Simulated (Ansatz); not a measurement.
```json
{"atom": "Hf", "x (Å)": "-0.1581", "y (Å)": "-0.1291", "z (Å)": "0.1008"}
{"atom": "N", "x (Å)": "-0.1044", "y (Å)": "0.0644", "z (Å)": "2.1260"}
{"atom": "H", "x (Å)": "-0.9066", "y (Å)": "0.2914", "z (Å)": "2.7263"}
{"atom": "H", "x (Å)": "0.7272", "y (Å)": "-0.0150", "z (Å)": "2.7228"}
{"atom": "O", "x (Å)": "1.5713", "y (Å)": "-0.8508", "z (Å)": "-0.4512"}
{"atom": "Si", "x (Å)": "3.0059", "y (Å)": "-1.4663", "z (Å)": "-1.0730"}
{"atom": "H", "x (Å)": "2.7105", "y (Å)": "-2.6208", "z (Å)": "-1.9904"}
{"atom": "H", "x (Å)": "3.7312", "y (Å)": "-0.3940", "z (Å)": "-1.8378"}
{"atom": "H", "x (Å)": "3.8733", "y (Å)": "-1.9416", "z (Å)": "0.0602"}
{"atom": "F", "x (Å)": "-0.4755", "y (Å)": "1.6044", "z (Å)": "-0.6933"}
{"atom": "F", "x (Å)": "-1.6657", "y (Å)": "-1.2449", "z (Å)": "-0.3590"}
```

Core potentials replace the inner electrons of Hf.

Method: RKS PBE/def2-SVP (Ansatz).

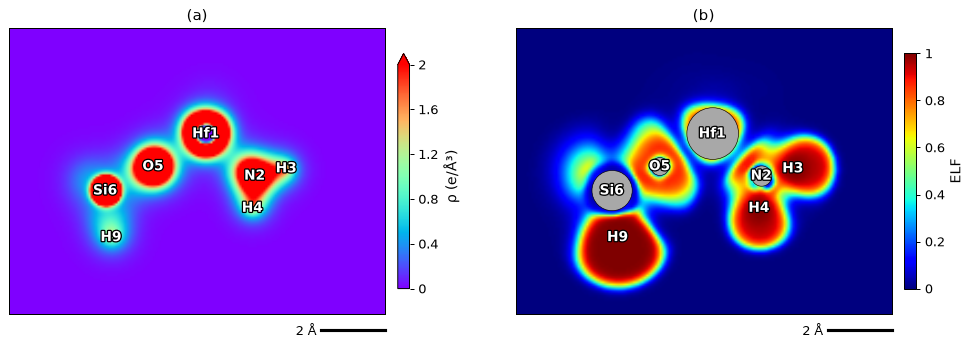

F₂H₅HfNOSi. (a) electron density; (b) ELF on the plane of atoms Hf1, O5 and Si6. Grey discs cover the atomic cores in the ELF map.

Interpret the plot.

Answer. The plane passes through Hf, N, H, O and Si nuclei. Si–O (1.68 Å): ρ is about 1 e/Å³ halfway; the ELF peaks at about 0.85 between the atoms: a shared but strongly polarised pair. Hf–O (1.95 Å): ρ is about 0.82 e/Å³ halfway; the ELF peaks at about 0.85 in the valence shell of O, 0.5 Å from its nucleus, and drops to about 0.20 between the two atoms. Hf–N (2.04 Å): ρ at the midpoint is about 0.81 e/Å³; the ELF peaks at about 0.90 in the valence shell of N, 0.7 Å from its nucleus, and drops to about 0.30 between the two atoms. N–H (1.03 Å): the density is about 2.7 e/Å³ at the midpoint; the ELF climbs to about 1 towards the hydrogen, as it does in any bond to H: a covalent bond by its length. Si–H (1.50 Å): ρ at the midpoint is about 0.76 e/Å³; the ELF climbs to about 1 towards the hydrogen.
